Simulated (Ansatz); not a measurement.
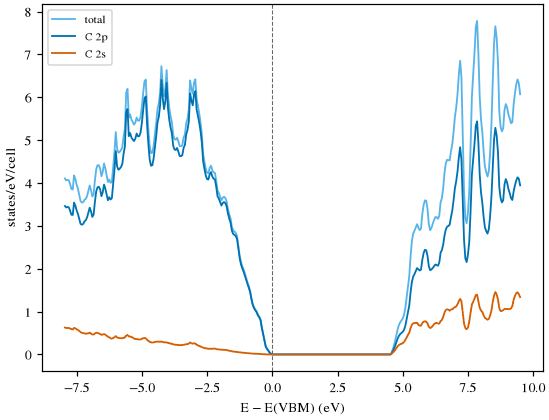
Fig. 1. Total and projected density of states of C in space group Pnma (No. 62; C on 4c, C on 4c, C on 4c, C on 4c), the program Ansatz at the r²SCAN level (PAW)

Question: Which orbitals carry the states next to the gap?

Answer: Top 1 eV of the valence band: C 2p 98 %. Bottom 1 eV of the conduction band: C 2p 64 %, C 2s 28 %, outside the projected shells 9 %. Projections are on Löwdin-orthogonalised atomic valence shells; empty p or d shells of many metals are not among them.

Question: Where is the tallest occupied peak in this window, and what makes it?

Answer: Near -4.2 eV, about 6.7 states/eV per cell; the largest projected share is C 2p.

The start of the workflow was typed in or built on a structure type; neither database checked (COD, Materials Project) lists it. It is not the phase usual at ambient conditions (space group No. 194, 227). Symmetry was held in the r²SCAN relaxation; whether a distortion lowers the energy is not shown.

Potentials: the later of the program's two PAW sets.
